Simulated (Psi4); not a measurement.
**SiNH4F (SMILES N[SiH2]F) at MN15/def2-QZVPPD (density fitting, sweep point 7)**

What is the vertical singlet–triplet gap of SiNH4F at MN15/def2-QZVPPD (density fitting, sweep point 7)? 

Program for the calculation: Psi4 1.11.

### 1 The system as given

SiNH4F has 7 atoms, charge 0, and is taken as a singlet. As SMILES, `N[SiH2]F`. The shape is that of a PBE0-D4/def2-TZVP optimisation. This is one conformer, not always the lowest.

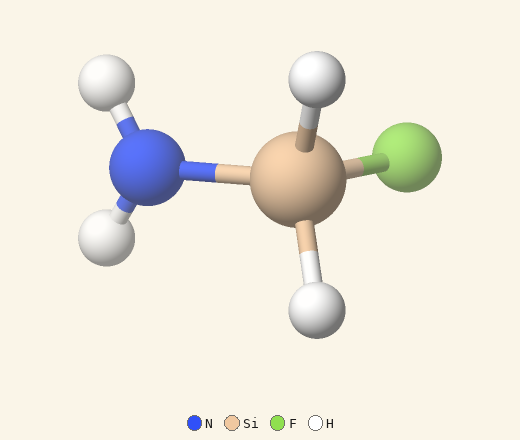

The structure, seen from a chosen angle (nitrogen blue, silicon light orange, fluorine green, hydrogen white).

### 2 The energy at MN15/def2-QZVPPD (density fitting, sweep point 7)

Input file calc.in:

```
memory 1600 mb

molecule molecule1 {
  0 1
  N     -0.761500     0.339000    -0.625200
  Si     0.531100    -0.115700     0.373400
  F      0.515100    -1.653900     0.829800
  H     -0.786600     0.105100    -1.603600
  H     -1.682200     0.513500    -0.258400
  H      0.455900     0.676200     1.620700
  H      1.789400     0.068000    -0.382300
  symmetry c1
}

set {
  puream               true
  scf_type             df
  dft_radial_points    99
  dft_spherical_points 590
}

energy_value = energy('mn15/def2-QZVPPD')
print_variables()
```

On the command line:

```
$ psi4 -n 1 calc.in calc.out
```

calc.out (excerpt; [...] marks lines left out):

```text
[...]
  Running in c1 symmetry.
[...]
  Nuclear repulsion =  118.587946664010346
[...]
  Multiplicity = 1
[...]
  Nalpha       = 17
  Nbeta        = 17
[...]
    Number of basis functions: 337
[...]
   @DF-RKS iter   1:  -446.25236846929135   -4.43672e-01   3.19466e-03 ADIIS/DIIS
[...]
   @DF-RKS iter   8:  -446.54201906877574   -3.83906e-07   2.70558e-07 DIIS
[...]
    Orbital Energies [Eh]
    ---------------------
    Doubly Occupied:
       1A    -65.336656     2A    -24.327601     3A    -14.149250
       4A     -5.186251     5A     -3.706481     6A     -3.704510
       7A     -3.704094     8A     -1.211583     9A     -0.908545
      10A     -0.600903    11A     -0.552066    12A     -0.515510
      13A     -0.496803    14A     -0.493244    15A     -0.419838
      16A     -0.371800    17A     -0.335560
[...]
  @DF-RKS Final Energy:  -446.54201906877574
   => Energetics <=
    Nuclear Repulsion Energy =            118.5879466640103459
    One-Electron Energy =                -853.6547418122355566
    Two-Electron Energy =                 311.3882005200349568
    DFT Exchange-Correlation Energy =     -22.8634244405854936
    Empirical Dispersion Energy =           0.0000000000000000
    VV10 Nonlocal Energy =                  0.0000000000000000
    Total Energy =                       -446.5420190687757440
[...]
 Multipole Moments:
 ------------------------------------------------------------------------------------
     Multipole            Electronic (a.u.)      Nuclear  (a.u.)        Total (a.u.)
 ------------------------------------------------------------------------------------
 L = 1.  Multiply by 2.5417464519 to convert [e a0] to [Debye]
 Dipole X            :          0.7966026           -1.2795139           -0.4829113
 Dipole Y            :         -3.6751492            4.0745897            0.3994405
 Dipole Z            :          1.6459305           -2.0888265           -0.4428960
 Magnitude           :                                                    0.7674066
[...]
```

It took 81 s on 1 thread of AMD EPYC 9R45 (Zen 5), shared host; peak memory 1.4 GiB.

### 3 The triplet at the same level

Input file job.dat:

```
memory 1.6 GB

molecule {
  0 3
  N     -0.761500     0.339000    -0.625200
  Si     0.531100    -0.115700     0.373400
  F      0.515100    -1.653900     0.829800
  H     -0.786600     0.105100    -1.603600
  H     -1.682200     0.513500    -0.258400
  H      0.455900     0.676200     1.620700
  H      1.789400     0.068000    -0.382300
  units angstrom
  symmetry c1
}

set globals {
  reference uks
  puream true
  scf_type df
  dft_radial_points 99
  dft_spherical_points 590
  maxiter 150
}

energy_value, wavefunction = energy('mn15/def2-QZVPPD', return_wfn=True)
print_variables()
```

On the command line:

```
$ psi4 job.dat job.out -n 1
```

job.out (excerpt; [...] marks lines left out):

```text
[...]
  Running in c1 symmetry.
[...]
  Nuclear repulsion =  118.587946664010346
[...]
  Multiplicity = 3
[...]
  Nalpha       = 18
  Nbeta        = 16
[...]
    Number of basis functions: 337
[...]
   @DF-UKS iter   1:  -445.88014663273202   -7.14499e-02   3.34883e-03 DIIS/ADIIS
[...]
   @DF-UKS iter  14:  -446.29738482316412   -7.92675e-07   2.77099e-07 DIIS
[...]
   @S^2 Observed:                2.002608164E+00
[...]
    Orbital Energies [Eh]
    ---------------------
    Alpha Occupied:
       1A    -65.386246     2A    -24.366773     3A    -14.318539
       4A     -5.237267     5A     -3.757982     6A     -3.756324
       7A     -3.753355     8A     -1.248656     9A     -1.068587
      10A     -0.688734    11A     -0.682527    12A     -0.588651
      13A     -0.550813    14A     -0.529190    15A     -0.503574
      16A     -0.472035    17A     -0.405216    18A     -0.113711
    Alpha Virtual:
      19A      0.002733    20A      0.016313    21A      0.033264
      22A      0.037291    23A      0.046565    24A      0.072585
      25A      0.086746    26A      0.086864    27A      0.103450
[...]
  @DF-UKS Final Energy:  -446.29738482316412
   => Energetics <=
    Nuclear Repulsion Energy =            118.5879466640103459
    One-Electron Energy =                -851.1933690218801303
    Two-Electron Energy =                 309.0839198874331260
    DFT Exchange-Correlation Energy =     -22.7758823527274537
    Empirical Dispersion Energy =           0.0000000000000000
    VV10 Nonlocal Energy =                  0.0000000000000000
    Total Energy =                       -446.2973848231641227
[...]
 Multipole Moments:
 ------------------------------------------------------------------------------------
     Multipole            Electronic (a.u.)      Nuclear  (a.u.)        Total (a.u.)
 ------------------------------------------------------------------------------------
 L = 1.  Multiply by 2.5417464519 to convert [e a0] to [Debye]
 Dipole X            :          1.4385854           -1.2795139            0.1590715
 Dipole Y            :         -3.5369728            4.0745897            0.5376169
 Dipole Z            :          2.0313871           -2.0888265           -0.0574394
 Magnitude           :                                                    0.5635912
[...]
```

Run time: 4.2 min. Hardware: 1 thread of AMD EPYC 9R45 (Zen 5), shared host; peak memory 1.4 GiB.

### 4 What came out

Level: MN15/def2-QZVPPD (density fitting, sweep point 7).

| quantity | value |
| --- | --- |
| singlet: total energy | -446.54202 Eh |
| singlet: dipole moment | 1.95 D |
| singlet: HOMO energy | -9.13 eV |
| singlet: LUMO energy | 0.79 eV |
| singlet: HOMO–LUMO gap | 9.92 eV |
| triplet: total energy | -446.29738 Eh |
| triplet: dipole moment | 1.43 D |
| triplet: HOMO energy (highest over α and β) | -3.09 eV |
| triplet: ⟨S²⟩ | 2.003 |
| vertical energy of the triplet above the singlet | 6.657 eV |

**Reading.** At this shape the triplet lies 6.66 eV (154 kcal/mol) above the singlet.
